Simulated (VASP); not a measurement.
Input:

```
CELL_PARAMETERS angstrom
      4.73088     0.00000     0.00000
     -2.36544     4.09706     0.00000
      0.00000     0.00000     5.33914
ATOMIC_POSITIONS crystal
  Sc 0.33333 0.66667 0.93750
  Sc 0.66667 0.33333 0.43750
  Si 0.33333 0.66667 0.43750
  Si 0.66667 0.33333 0.93750
```

These are r2SCAN meta-GGA, VASP's PBE PAW potentials (set 64) (plane waves; VASP) values and carry that method's errors. Settings: 400 eV cut-off, 8×8×7 Γ-centred mesh, tetrahedra with Blöchl corrections, potentials Sc_sv Si.

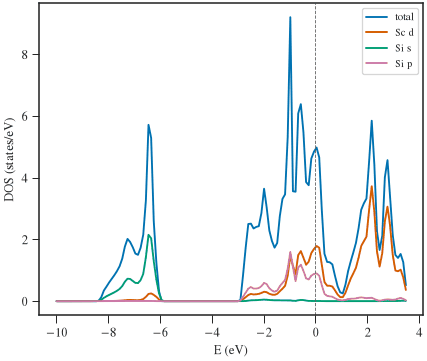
Total and projected density of states, zero at the Fermi level

Within 2 eV below the Fermi level the largest weight inside VASP's projection spheres is Sc d, then Si p.

It has no gap at this level: it comes out as a metal or semimetal.

The structure was generated: ScSi was put into the wurtzite type (P6_3mc), which need not be its known phase. It was relaxed first, which changed the volume by -24 %. The relaxed cell has space group P6_3/mmc.
